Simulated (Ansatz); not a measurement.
# What SiTe (built on the sites of a database entry of SnTe) distorts into, part 2 of 3

Aim: this structure of SiTe (built on the sites of a database entry of SnTe) is to be tested for unstable modes, and one is followed downhill.

Ansatz 0.2.0; DFT LDA, scalar-relativistic, plane waves, norm-conserving pseudopotentials.

So far, highest frequency on the path or at a solved wavevector (cm⁻¹): step 2 (the dispersion) 213. Also lowest frequency on the path (cm⁻¹): step 2 -51.5.

The structure was built from a prototype and need not be the compound's stable phase.

### 6. Relaxation from the frozen mode

Starting from the lowest point found, all atoms and the cell are let go, so that strain and other modes of the same symmetry can join in.

Contents of input.yaml:

```yaml
crystal:
  lattice:
    - [0.0, -3.1888223209, -3.1888223209]
    - [0.0, 3.1888223209, -3.1888223209]
    - [6.3776446417, 0.0, 0.0]
  atoms:
    - { symbol: Si, position: [0.4586184115, 0.4586184115, 0.5] }
    - { symbol: Si, position: [0.0413815885, 0.0413815885, 0.0] }
    - { symbol: Te, position: [-0.0705589642, 0.5705589642, 0.25] }
    - { symbol: Te, position: [0.5705589642, -0.0705589642, 0.75] }
kpoints:
  mp_grid: { grid: [8, 8, 6] }
hamiltonian:
  xc: lda
  pseudopotentials: { kind: nc }
scf:
  occupations: { method: methfessel_paxton, width: 0.15 }
output:
  forces: true
  stress: true
  eigenvalues: true
relax:
  adjacent_minimum: "off"
  f_tol: 0.002
  max_steps: 120
  cell: { stress_tol: 0.03 }
```

Run with:

```sh
> ansatz run input.yaml --threads 4 --pin off --max-ram 7168MiB --backend cpu --events-out ev --progress --plain --runs-dir out
```

Numbers of over 12 decimals in the logs are rounded to 6 here.

What it wrote:

```text
[...]
Crystal: 4 atoms, lattice volume = 129.703 Å³
Basis set: ecut = 1120 eV, 11091 PW (Γ)
Bands: 24, of which v1, the nominal top of the filled ones, is band 20 counted from 1 (19 counted from 0)
Symmetry: 4 space group operations
[...]
k-points: 84 of 384 (time reversal used)
[...]
SCF iter   1: F=—  HF=-5920.159374 eV  |F-HF|=—  |Δ(HF+E_count)|=         —  Δρ=1.55e-2  dr2=3.12e-1  ethr=3.10e-3  ⟨swp⟩=6.4  Hψ=9444  notcnv=0
[...]
SCF iter   8: F=-5920.074009 eV  HF=-5920.074009 eV  |F-HF|=1.70e-9  |Δ(HF+E_count)|=   8.46e-8  S|Δr|=    0.00e0  Δρ=4.26e-6  dr2=2.49e-8  ethr=2.50e-10  ⟨swp⟩=7.2  Hψ=9855  notcnv=0
SCF 1 converged in 8 iterations: F = -5920.074009 eV  dr2 = 2.49e-8
relax step   1: F+E_penalty+E_count = -5920.07400918 eV  Δ(F+E_penalty+E_count) = +0.000e0 eV  max|allowed force component| = 1.296e-2 eV/Å  Δτ_max = 0.0000 Å  P = -1.162 GPa  Ω = 129.703 Å³  (8 SCF iters, dr2 threshold 1.00e-7 eV, accepted)
Crystal: 4 atoms, lattice volume = 122.981 Å³
Basis set: ecut = 1120 eV, 10451 PW (Γ)
[...]
SCF iter   6: F=-5920.170732 eV  HF=-5920.170732 eV  |F-HF|=1.53e-8  |Δ(HF+E_count)|=   2.01e-8  S|Δr|=    0.00e0  Δρ=8.23e-6  dr2=7.75e-8  ethr=1.00e-9  ⟨swp⟩=7.2  Hψ=10198  notcnv=0
SCF 2 converged in 6 iterations: F = -5920.170732 eV  dr2 = 7.75e-8
relax step   2: F+E_penalty+E_count = -5920.17073210 eV  Δ(F+E_penalty+E_count) = -9.672e-2 eV  max|allowed force component| = 1.199e-1 eV/Å  Δτ_max = 0.0719 Å  P = -0.141 GPa  Ω = 122.981 Å³  energy of the carried Pulay correction = +5.498e-4 eV  (6 SCF iters, dr2 threshold 4.00e-7 eV, accepted)
Crystal: 4 atoms, lattice volume = 119.267 Å³
Basis set: ecut = 1120 eV, 10177 PW (Γ)
[...]
SCF iter   6: F=-5920.324283 eV  HF=-5920.324283 eV  |F-HF|=1.75e-8  |Δ(HF+E_count)|=   3.88e-7  S|Δr|=    0.00e0  Δρ=7.84e-6  dr2=8.76e-8  ethr=1.00e-9  ⟨swp⟩=7.6  Hψ=10319  notcnv=0
SCF 3 converged in 6 iterations: F = -5920.324283 eV  dr2 = 8.76e-8
relax step   3: F+E_penalty+E_count = -5920.32428277 eV  Δ(F+E_penalty+E_count) = -1.536e-1 eV  max|allowed force component| = 2.127e-1 eV/Å  Δτ_max = 0.1076 Å  P = -0.558 GPa  Ω = 119.267 Å³  energy of the carried Pulay correction = +8.756e-4 eV  (6 SCF iters, dr2 threshold 4.00e-7 eV, accepted)
[... from here on, the SCF cycles and remarks between the steps are left out ...]
relax step   4: F+E_penalty+E_count = -5920.48750364 eV  Δ(F+E_penalty+E_count) = -1.632e-1 eV  max|allowed force component| = 2.993e-1 eV/Å  Δτ_max = 0.0973 Å  P = -0.677 GPa  Ω = 115.180 Å³  energy of the carried Pulay correction = +1.254e-3 eV  (6 SCF iters, dr2 threshold 4.00e-7 eV, accepted)
relax step   5: F+E_penalty+E_count = -5920.68502455 eV  Δ(F+E_penalty+E_count) = -1.975e-1 eV  max|allowed force component| = 3.927e-1 eV/Å  Δτ_max = 0.1073 Å  P = -0.705 GPa  Ω = 110.636 Å³  energy of the carried Pulay correction = +1.702e-3 eV  (6 SCF iters, dr2 threshold 4.00e-7 eV, accepted)
relax step   6: F+E_penalty+E_count = -5920.90430831 eV  Δ(F+E_penalty+E_count) = -2.193e-1 eV  max|allowed force component| = 4.604e-1 eV/Å  Δτ_max = 0.1181 Å  P = -0.585 GPa  Ω = 105.934 Å³  energy of the carried Pulay correction = +2.199e-3 eV  (6 SCF iters, dr2 threshold 4.00e-7 eV, accepted)
relax step   7: F+E_penalty+E_count = -5921.12458860 eV  Δ(F+E_penalty+E_count) = -2.203e-1 eV  max|allowed force component| = 3.179e-1 eV/Å  Δτ_max = 0.1732 Å  P = +0.198 GPa  Ω = 100.424 Å³  energy of the carried Pulay correction = +2.831e-3 eV  (6 SCF iters, dr2 threshold 4.00e-7 eV, accepted)
relax step   8: F+E_penalty+E_count = -5921.25094190 eV  Δ(F+E_penalty+E_count) = -1.264e-1 eV  max|allowed force component| = 5.807e-1 eV/Å  Δτ_max = 0.1572 Å  P = +1.308 GPa  Ω = 95.747 Å³  energy of the carried Pulay correction = +3.414e-3 eV  (6 SCF iters, dr2 threshold 4.00e-7 eV, accepted)
relax step   9: F+E_penalty+E_count = -5921.38458001 eV  Δ(F+E_penalty+E_count) = -1.336e-1 eV  max|allowed force component| = 2.382e-1 eV/Å  Δτ_max = 0.1932 Å  P = +0.177 GPa  Ω = 95.859 Å³  energy of the carried Pulay correction = +3.400e-3 eV  (5 SCF iters, dr2 threshold 4.00e-7 eV, accepted)
relax step  10: F+E_penalty+E_count = -5921.42517404 eV  Δ(F+E_penalty+E_count) = -4.059e-2 eV  max|allowed force component| = 1.352e-1 eV/Å  Δτ_max = 0.1905 Å  P = +1.465 GPa  Ω = 92.791 Å³  energy of the carried Pulay correction = +3.808e-3 eV  (6 SCF iters, dr2 threshold 4.00e-7 eV, accepted)
relax step  11: F+E_penalty+E_count = -5921.44635064 eV  Δ(F+E_penalty+E_count) = -2.118e-2 eV  max|allowed force component| = 7.278e-3 eV/Å  Δτ_max = 0.1153 Å  P = -0.076 GPa  Ω = 93.776 Å³  energy of the carried Pulay correction = +3.675e-3 eV  (5 SCF iters, dr2 threshold 4.00e-7 eV, accepted)
relax step  12: F+E_penalty+E_count = -5921.45548938 eV  Δ(F+E_penalty+E_count) = -9.139e-3 eV  max|allowed force component| = 1.921e-3 eV/Å  Δτ_max = 0.0098 Å  P = +0.023 GPa  Ω = 94.428 Å³  energy of the carried Pulay correction = +3.587e-3 eV  (4 SCF iters, dr2 threshold 4.00e-7 eV, accepted)
relax step  13: F+E_penalty+E_count = -5921.45572509 eV  Δ(F+E_penalty+E_count) = -2.357e-4 eV  max|allowed force component| = 5.299e-4 eV/Å  Δτ_max = 0.0031 Å  P = +0.021 GPa  Ω = 94.355 Å³  energy of the carried Pulay correction = +3.597e-3 eV  (3 SCF iters, dr2 threshold 7.09e-8 eV, accepted)
relax step  14: F+E_penalty+E_count = -5921.45572911 eV  Δ(F+E_penalty+E_count) = -4.017e-6 eV  max|allowed force component| = 6.551e-5 eV/Å  Δτ_max = 0.0001 Å  P = +0.003 GPa  Ω = 94.396 Å³  energy of the carried Pulay correction = +3.592e-3 eV  (4 SCF iters, dr2 threshold 3.95e-9 eV, accepted)
relax step  15: F+E_penalty+E_count = -5921.45607421 eV  Δ(F+E_penalty+E_count) = -3.451e-4 eV  max|allowed force component| = 4.735e-5 eV/Å  Δτ_max = 0.0000 Å  P = +0.042 GPa  Ω = 94.396 Å³  stress off target by 1.23e-1 GPa  SCF on the basis re-selected at this cell (its energy is not comparable with the rows above)  (4 SCF iters)
relax step  16: F+E_penalty+E_count = -5921.45612635 eV  Δ(F+E_penalty+E_count) = -5.213e-5 eV  max|allowed force component| = 4.831e-5 eV/Å  Δτ_max = 0.0006 Å  P = +0.007 GPa  Ω = 94.423 Å³  energy of the carried Pulay correction = -3.037e-6 eV  (3 SCF iters, dr2 threshold 3.76e-8 eV, accepted)
[...]
SCF iter   5: F=-5921.456129 eV  HF=-5921.456129 eV  |F-HF|=2.73e-12  |Δ(HF+E_count)|=  5.46e-12  S|Δr|=    0.00e0  Δρ=4.02e-8  dr2=1.31e-12  ethr=1.00e-12  ⟨swp⟩=6.7  Hψ=10843  notcnv=0
SCF 17 converged in 5 iterations: F = -5921.456129 eV  dr2 = 1.31e-12
relax step  17: F+E_penalty+E_count = -5921.45612919 eV  Δ(F+E_penalty+E_count) = -2.839e-6 eV  max|allowed force component| = 4.839e-5 eV/Å  Δτ_max = 0.0000 Å  P = +0.007 GPa  Ω = 94.423 Å³  stress off target by 1.27e-2 GPa  SCF on the basis re-selected at this cell (its energy is not comparable with the rows above)  (5 SCF iters)
[...]
SCF converged after 5 iterations
[...]
Free energy (F): -5921.456129 eV
[...]
Internal energy: -5921.462187 eV  (E = F + TS)
E sigma→0 (E₀):  -5921.457644 eV
Entropy (-TS):   0.006058 eV (1.515 meV/atom)
Fermi energy:    10.112199 eV
Step filling:    the computed levels leave a gap of 0.0948 eV = 0.6 smearing widths at the electron count; against every level under it full and every level over it empty, smearing changes F+E_penalty+E_count by +2.704 meV and its σ→0 estimate by +1.189 meV
[...]
--- Forces (eV/Å), atoms counted from 1 ---
  atom   1  Si    -0.00000000     0.00000000     0.00002127
  atom   2  Si    -0.00000000    -0.00000000    -0.00002127
  atom   3  Te     0.00000000    -0.00004839     0.00000000
  atom   4  Te    -0.00000000     0.00004839    -0.00000000
  max |Σ_I F_I| component: 1.36e-20 eV/Å
--- Stress (GPa, compression-positive) ---
        0.012711       0.000000       0.000000
        0.000000       0.004649      -0.000000
        0.000000      -0.000000       0.003287
  P = ⅓ Tr σ = 0.0069 GPa (0.069 kbar)
--- Band table (eV; the first three rows and the last of 84) ---
  k-point 0: bands = [... 16 lower, 8.2464, 8.6968, 8.6971, 10.7046, 11.3308, 11.3311, 12.0527, 12.5334]
  k-point 1: bands = [... 16 lower, 8.2770, 8.6694, 8.6697, 10.4670, 11.3538, 11.3541, 12.2816, 12.3639]
  k-point 2: bands = [... 16 lower, 8.5903, 8.5906, 8.7193, 9.9775, 11.4541, 11.4543, 12.0097, 12.0097]
  k-point 83: bands = [... 16 lower, 6.5721, 6.5721, 6.9065, 6.9065, 11.2160, 11.2160, 12.5988, 12.5988]
--- Relaxed structure (15 steps of the walk, 15 accepted, 2 SCFs on fresh bases) ---
  F+E_penalty+E_count = -5921.45612919 eV   max|allowed force component| = 4.839e-5 eV/Å   (the final SCF, on the basis selected at the relaxed cell)
  cell:  # Å, volume = 94.4234 Å³
    - [-3.6744691829114734e-17, -3.390794, -1.957757]
    - [-5.916803300891125e-17, 3.390794, -1.957757]
    - [7.111965, -2.2423341179444908e-17, 9.591272483652209e-17]
  atoms:
    - { symbol: Si, position: [0.250003, 0.250003, 0.500000] }
    - { symbol: Si, position: [0.249997, 0.249997, 1.1580468851065471e-17] }
    - { symbol: Te, position: [-0.083341, 0.583341, 0.250000] }
    - { symbol: Te, position: [0.583341, -0.083341, 0.750000] }
```

It took 6.9 min on 4 threads of Arm Neoverse V1, shared host; peak memory 1.2 GiB.

Relaxation path:

| step | energy less that of the first step (eV) | largest force component (eV/Å) | pressure (GPa) | volume (Å³) |
| --- | --- | --- | --- | --- |
| 1 | 0.0000 | 0.0130 | -1.16 | 129.70 |
| 2 | -0.0967 | 0.1199 | -0.14 | 122.98 |
| 3 | -0.2503 | 0.2127 | -0.56 | 119.27 |
| 4 | -0.4135 | 0.2993 | -0.68 | 115.18 |
| 5 | -0.6110 | 0.3927 | -0.71 | 110.64 |
| 6 | -0.8303 | 0.4604 | -0.58 | 105.93 |
| 7 | -1.0506 | 0.3179 | 0.20 | 100.42 |
| 8 | -1.1769 | 0.5807 | 1.31 | 95.75 |
| 9 | -1.3106 | 0.2382 | 0.18 | 95.86 |
| 10 | -1.3512 | 0.1352 | 1.46 | 92.79 |
| 11 | -1.3723 | 0.0073 | -0.08 | 93.78 |
| 12 | -1.3815 | 0.0019 | 0.02 | 94.43 |
| 13 | -1.3817 | 0.0005 | 0.02 | 94.35 |
| 14 | -1.3817 | 0.0001 | 0.00 | 94.40 |
| 15* | -1.3821 | 0.0000 | 0.04 | 94.40 |
| 16 | -1.3821 | 0.0000 | 0.01 | 94.42 |
| 17* | -1.3821 | 0.0000 | 0.01 | 94.42 |

Relaxation steps marked * repeat the geometry before them on a plane-wave basis chosen anew for their cell, so energy and pressure can jump there.

The run keeps the 4 symmetry operations that it works with, so distortions that break them were not tested.

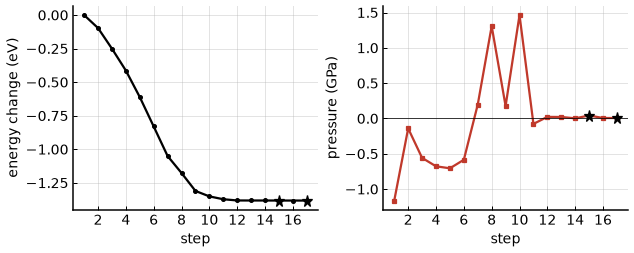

Energy and pressure along the relaxation. Stars mark steps on a basis chosen anew.

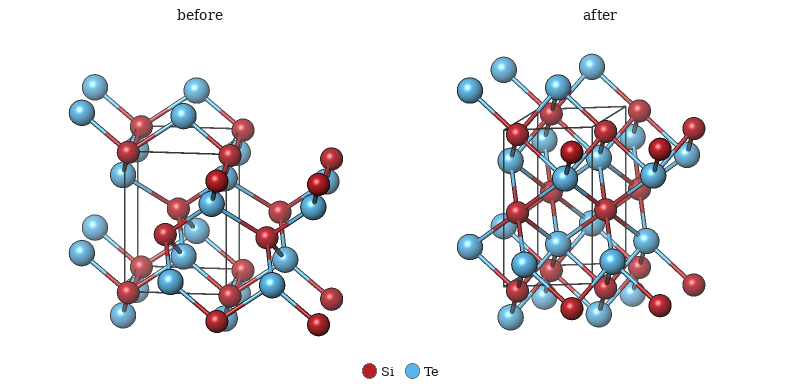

The structure before and after the relaxation, drawn at the same scale.

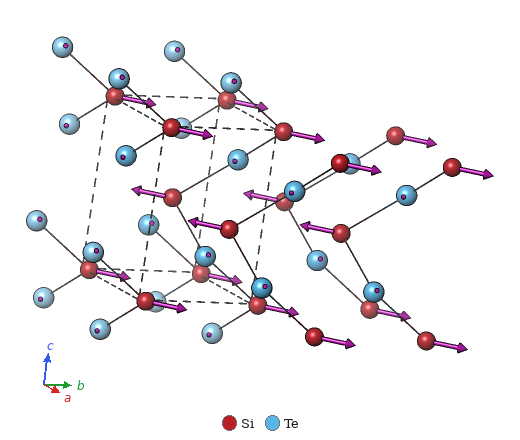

Displacements in the relaxation, exaggerated, measured against the changing cell; the longest in the cell stands for 0.82 Å. 2×2×1 cells are drawn. Some periodic images of atoms are drawn too.

| cell as run | before | after | change |
| --- | --- | --- | --- |
| a (Å) | 4.510 | 3.915 | -13.2 % |
| b (Å) | 4.510 | 3.915 | -13.2 % |
| c (Å) | 6.378 | 7.112 | +11.5 % |
| γ (°) | 90.00 | 120.00 | +33.3 % |
| volume (Å³/atom) | 32.43 | 23.61 | -27.2 % |

The atoms that moved most (Å, as changes of fractional coordinates times the final cell):

| atom | dx | dy | dz | length |
| --- | --- | --- | --- | --- |
| Si2 | 0.000 | 0.000 | -0.817 | 0.817 |
| Si1 | 0.000 | 0.000 | 0.817 | 0.817 |
| Te3 | 0.000 | 0.087 | 0.000 | 0.087 |
| Te4 | 0.000 | -0.087 | 0.000 | 0.087 |

Final coordinates:

```xyz
4
Lattice="0.0000 -3.3908 -1.9578 0.0000 3.3908 -1.9578 7.1120 0.0000 0.0000" Properties=species:S:1:pos:R:3 pbc="T T T"
Si    3.5560    0.0000   -0.9789
Si    0.0000    0.0000   -0.9789
Te    1.7780    2.2606   -0.9789
Te    5.3340   -2.2606   -0.9789
```

This step gave:

```
pressure        : 0.006882 GPa
volume per atom : 23.61 Å³
```

The distorted start has space group C222_1; the relaxation ends in P6_3/mmc.

### 7. The new phase in its own primitive cell

The relaxed structure is symmetrised, reduced to its primitive cell and relaxed tightly, as its phonons need.

input.yaml, the sections that differ from step 6:

```yaml
crystal:
  lattice:
    - [3.9153921564, 0.0, 0.0]
    - [-1.9576960782, 3.3908290732, 0.0]
    - [0.0, 0.0, 7.1119649716]
  atoms:
    - { symbol: Si, position: [0.0, 0.0, 0.5] }
    - { symbol: Si, position: [0.0, 0.0, 0.0] }
    - { symbol: Te, position: [0.6666666667, 0.3333333333, 0.25] }
    - { symbol: Te, position: [0.3333333333, 0.6666666667, 0.75] }
kpoints:
  mp_grid: { grid: [12, 12, 6] }
relax:
  adjacent_minimum: "off"
  f_tol: 0.001
  max_steps: 60
  cell: { stress_tol: 0.01 }
# hamiltonian, scf, output: as in step 6
```

What it wrote:

```text
[...]
Crystal: 4 atoms, lattice volume = 94.421 Å³
Basis set: ecut = 1120 eV, 8043 PW (Γ)
Bands: 24, of which v1, the nominal top of the filled ones, is band 20 counted from 1 (19 counted from 0)
Symmetry: 24 space group operations
[...]
k-points: 76 of 864
[...]
--- Relaxed structure (3 steps of the walk, 3 accepted, 1 SCFs on fresh bases) ---
[...]
cell:  # Å, volume = 94.0194 Å³
    - [3.901303, 0.0, 0.0]
    - [-1.950651, 3.378627, 0.0]
    - [0.0, 0.0, 7.132926]
  atoms:
    - { symbol: Si, position: [0, 0, 0.5] }
    - { symbol: Si, position: [0, 0, 0.0] }
    - { symbol: Te, position: [0.666667, 0.333333, 0.25] }
    - { symbol: Te, position: [0.333333, 0.666667, 0.75] }
[key lines of the parts left out:]
SCF converged after 5 iterations
Free energy (F): -5921.461515 eV
Fermi energy:    10.192128 eV
P = ⅓ Tr σ = -0.0034 GPa (-0.034 kbar)
```

Run time: 38 s. Hardware: 4 threads; peak memory 0.9 GiB; 2.5 min of CPU time.

Relaxation path:

| step | energy less that of the first step (eV) | largest force component (eV/Å) | pressure (GPa) | volume (Å³) |
| --- | --- | --- | --- | --- |
| 1 | 0.0000 | 0.0000 | -0.18 | 94.42 |
| 2 | -0.0005 | 0.0000 | 0.11 | 93.87 |
| 3 | -0.0005 | 0.0000 | 0.00 | 94.02 |
| 4* | -0.0005 | 0.0000 | 0.00 | 94.02 |

Relaxation steps marked * repeat the geometry before them on a plane-wave basis chosen anew for their cell, so energy and pressure can jump there.

Forces are held to the 24 operations that the run works with; a distortion that breaks them can't arise in this run.

| conventional cell, symmetrised | before | after | change |
| --- | --- | --- | --- |
| a (Å) | 3.915 | 3.901 | -0.4 % |
| b (Å) | 3.915 | 3.901 | -0.4 % |
| c (Å) | 7.112 | 7.133 | +0.3 % |
| volume (Å³/atom) | 23.61 | 23.50 | -0.4 % |

Final coordinates:

```xyz
4
Lattice="3.9013 0.0000 0.0000 -1.9507 3.3786 0.0000 0.0000 0.0000 7.1329" Properties=species:S:1:pos:R:3 pbc="T T T"
Si    0.0000    0.0000    3.5665
Si    0.0000    0.0000    0.0000
Te    1.9507    1.1262    1.7832
Te    0.0000    2.2524    5.3497
```

Numbers from this step:

```yaml
pressure: -0.003368 GPa
volume_per_atom: 23.50 Å³
```

The forces vanish by symmetry and the pressure is -0.003 GPa, within the tolerances set. The cell now holds 23.50 Å³/atom.

(Continued in part 3 of 3.)

[Logs are printed without paths, hosts, clocks, repeated set-up lines and the standing remarks that a program may print on its own settings, such as how far it seeks lower states.]

[Hosts, paths, dates, database ids (printed as entryN), source tags and the programs' standing remarks are cut or masked in the printed files.]
